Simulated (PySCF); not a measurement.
Run report: MoNF2, frequency calculation

The run: frequency calculation of MoNF2, multiplicity 2. Method and program: UKS-based PBE0, Mo def2-TZVP with ECP28, N def2-TZVP, F def2-TZVP; non-relativistic Hamiltonian with a scalar-relativistic core potential; density fitting (PySCF 2.14.0).

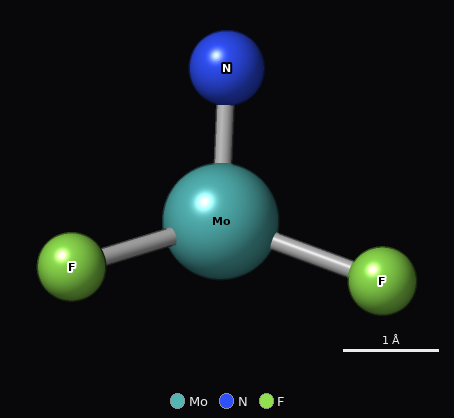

Figure 1. The structure as given in the input (ball-and-stick view, seen at a tilt). Sticks mark near contacts.

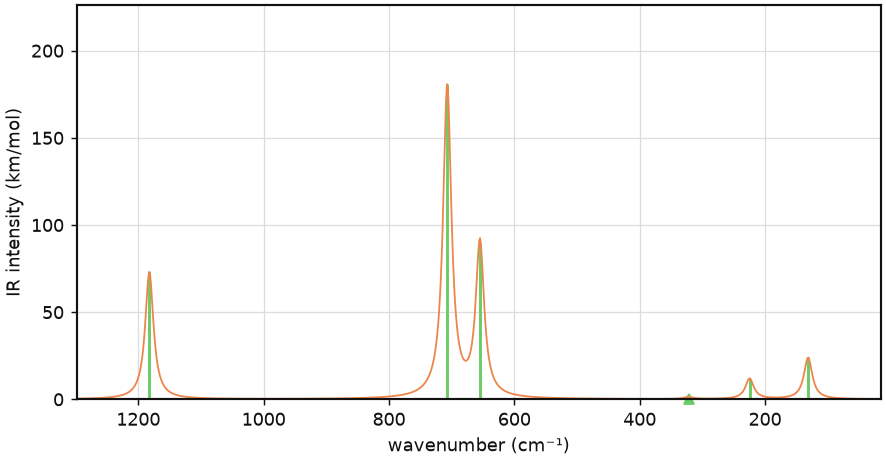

Figure 2. Harmonic infrared spectrum, unscaled: sticks (degenerate modes added up, dark ones marked on the axis) with a Lorentzian envelope of 16 cm⁻¹ full width, scaled to the tallest stick. 6 modes from 131 to 1182 cm⁻¹, none imaginary. The strongest line is at 707 cm⁻¹ (181 km/mol). All modes, in cm⁻¹ (km/mol): 131 (24), 225 (11.9), 322 (1.3), 655 (89), 707 (181), 1182 (74).

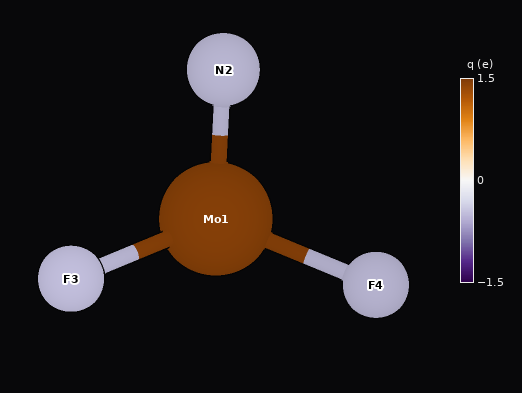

Figure 3. Mulliken charges, as the colour of each atom (ball-and-stick view, seen at a tilt; atoms are numbered from 1 in the order of the input). By element: Mo +1.41, N −0.46 and F −0.48 e.

The input that produced these results follows, with the program's output.

**The input**
```python
from pyscf import gto, scf, dft
mol = gto.M(atom='''
Mo    -0.002566    -0.162114    -0.000000
N      1.613090    -0.148826     0.000001
F     -0.583306     0.455024    -1.654597
F     -0.583307     0.455022     1.654597''',
    basis={'Mo': 'def2-TZVP', 'N': 'def2-TZVP', 'F': 'def2-TZVP'},
    ecp={'Mo': 'def2-TZVP'},
    charge=0, spin=1)
mf = dft.UKS(mol, xc='PBE0')
mf.grids.atom_grid = (75, 302)
aux = {'Mo': 'def2-universal-JKFIT', 'N': 'def2-universal-JKFIT', 'F': 'def2-universal-JKFIT'}
mf = mf.density_fit(auxbasis=aux)
mf.conv_tol = 1e-09
mf.diis_space = 10
mf.max_cycle = 60
mf.verbose = 4
mf.kernel()
```

The script is an equivalent of the set-up of the self-consistent field. The run itself was carried out by a driver, which started from the orbitals of the step before it where there was one and computed the further properties.

Run as:
```bash
OMP_NUM_THREADS=4 python axn.py task.json out
```

**Log**
```
init E= -322.55903723184
  alpha nocc = 20  HOMO = -0.274670698814784  LUMO = -0.118796283821889
  beta  nocc = 19  HOMO = -0.345501587065782  LUMO = -0.129210406946595
  HOMO = -0.274670698815  LUMO = -0.129210406947  gap/eV = 3.95818
cycle= 1 E= -322.55903723181  delta_E= 2.96e-11  |g|= 9.6e-06  |ddm|= 6.44e-06
  alpha nocc = 20  HOMO = -0.274669137881531  LUMO = -0.118793917127994
  beta  nocc = 19  HOMO = -0.345503379407815  LUMO = -0.129208500401683
  HOMO = -0.274669137882  LUMO = -0.129208500402  gap/eV = 3.95819
Extra cycle  E= -322.559037231295  delta_E= 5.16e-10  |g|= 3.74e-05  |ddm|= 2.19e-05
converged SCF energy = -322.559037231295  <S^2> = 0.76019922  2S+1 = 2.0101734
```

**Key numbers**

- outcome: converged
- total energy: −322.559037 hartree
- ⟨S²⟩: 0.760
- zero-point energy: 0.007340 hartree
- dipole moment: 2.61 D
- wavenumbers, lowest and highest: 131 and 1182 cm⁻¹
- hardware: 4 threads of Arm Neoverse V1, 112 GiB of memory available, shared host
- wall time: 83 s (CPU time 4.6 min)
- peak memory: 1.4 GiB
